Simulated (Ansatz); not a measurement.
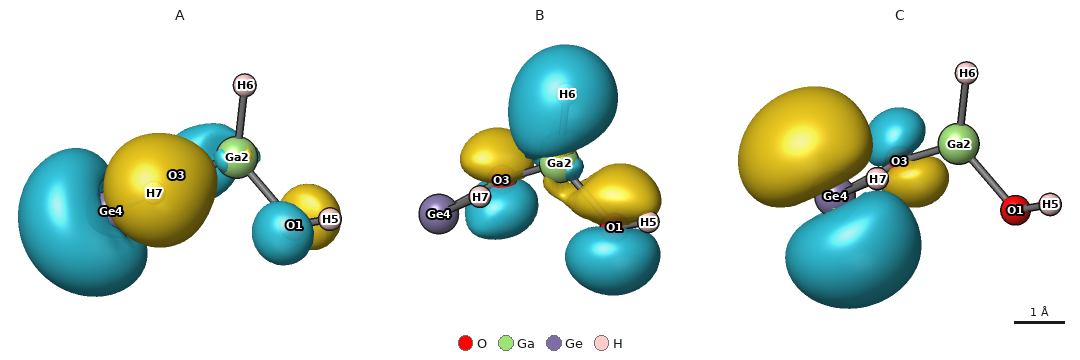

The picture shows: GaGeH₃O₂. Three frontier orbitals at ±0.1 Å⁻³ᐟ² (yellow and cyan are the two phases), in no order.

These are results of Ansatz 0.2.0, RKS CAM-B3LYP-D4/def2-SVP, not measurements.

The calculation's input:

```
crystal:
  periodic: [false, false, false]
  atoms:
    - { symbol: O, position_ang: [-1.4139, -0.3486, -0.6845] }
    - { symbol: Ga, position_ang: [-0.8039, -0.9721, 0.1044] }
    - { symbol: O, position_ang: [0.2551, -1.249, 0.9219] }
    - { symbol: Ge, position_ang: [1.3594, 0.2206, 0.6635] }
    - { symbol: H, position_ang: [-1.4964, 0.4818, -1.3064] }
    - { symbol: H, position_ang: [0.482, 1.4829, 1.0867] }
    - { symbol: H, position_ang: [1.6789, 0.3165, -0.8314] }
basis:
  gaussian: { orbitals: def2-SVP }
hamiltonian:
  xc: cam_b3lyp
  dispersion: d4
relax:
  f_tol: 0.015
  max_steps: 40
output:
  orbitals: {}
```

Command:

```sh
ansatz run input.yaml --threads 2 --pin off --max-ram 3072MiB --backend cpu --events-out ev --progress --plain --runs-dir out
```

The fields are those of the relaxed geometry.

Order the three orbitals by energy and name them.

Answer. B is the HOMO−1 (−9.89 eV). By Hirshfeld shares it lies mainly on O1 (about 40 %), H6 (about 20 %), Ga2 (about 20 %) and O3 (about 15 %). A is the HOMO (−8.62 eV). It lies mainly on Ge4 (about 45 %), H7 (about 20 %), O3 (about 15 %), O1 (about 10 %) and Ga2 (about 10 %). C is the LUMO (−1.29 eV). It lies mainly on Ge4 (about 80 %) and O3 (about 15 %).

What is the HOMO–LUMO gap?

Answer. 7.33 eV between the orbital energies.
